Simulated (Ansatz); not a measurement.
## Fields on a plane of CdS (zinc blende)

```xyz
2
Lattice="0.0000 2.9395 2.9395 2.9395 0.0000 2.9395 2.9395 2.9395 0.0000" Properties=species:S:1:pos:R:3 pbc="T T T"
S      4.4093     4.4093     4.4093
Cd     0.0000     0.0000     0.0000
```

The slice is a {100} plane (indices of the conventional cell) through the point (0.000, 0.000, 0.000) (fractional), spanned by u = [100] and v = [0 1 -1] in vectors of this cell: u (4.16 Å) and v (4.16 Å, at 90° to u). It covers one period; positions are fractions (u, v).

Atoms on it: Cd at (0.00, 0.00).

Method: r2SCAN (plane waves to 500 eV, PAW, scalar-relativistic; Ansatz, a program for electronic structure). k mesh 10×10×10. These are valence fields of a PAW run, semicore shells included where kept as valence: close to a nucleus they are smooth pseudo fields. CdS was relaxed with its symmetry unable to fall. The PAW data are Ansatz's earlier set.

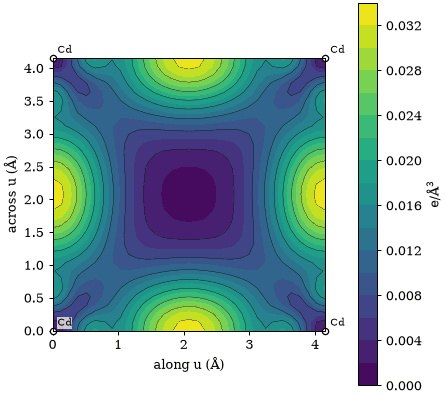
Fig. 1. Density of the highest valence band (whole band, smooth part) in e/Å³, one period of the plane, atoms marked. 

```
|xxxx@#*+-::-=*%@@@%*=-::-+*#@xxx|
|xxxx%#*=-::-=*#%@%#*=-::-=*#%xxx|
|xxx@#*+=-::-=*#%%%#*=-::-=+*#@xx|
|@@%#**+-:::-=+*###*+=-:::-+**#%@|
|###**+=-::::-=++*++=-::::-=+**##|
|***++=-::::::-=====-::::::-=++**|
|++==--:::...:::---:::...:::--==+|
|----::::.......:::.......::::---|
|:::::::....   .....   ....::::::|
|:::::::...             ...::::::|
|-----::..               ..::----|
|+====-::.               .::-====|
|****+=-:.               .:-=+***|
|%%##*+=:..             ..:=+*##%|
|@@%%#+=-:.             .:-=+#%%@|
|@@@%#*=-:.             .:-=*#%@@|
|@@%%#+=-:.             .:-=+#%%@|
|%%##*+=:..             ..:=+*##%|
|****+=-:.               .:-=+***|
|+====-::.               .::-====|
|-----::..               ..::----|
|:::::::...             ...::::::|
|:::::::....   .....   ....::::::|
|----::::.......:::.......::::---|
|++==--:::...:::---:::...:::--==+|
|***++=-::::::-=====-::::::-=++**|
|###**+=-::::-=++*++=-::::-=+**##|
|@@%#**+-:::-=+*###*+=-:::-+**#%@|
|xxx@#*+=-::-=*#%%%#*=-::-=+*#@xx|
|xxxx%#*=-::-=*#%@%#*=-::-=*#%xxx|
|xxxx@#*+-::-=*%@@@%*=-::-+*#@xxx|
|xxxx@#*+-::-+*%@@@%*+-::-+*#@xxx|
```
Scale: ten equal steps from 0.01 (start of ' ') to 0.52 (end of '@'), in the order ' .:-=+*#%@'. Values: electron localisation function (ELF). The map has 32 points along u (one character each, u = 0 at the left) and 32 along v (v = 0 in the bottom row). Points within 0.5 Å of a nucleus are blanked (x), as the pseudised field means little there.
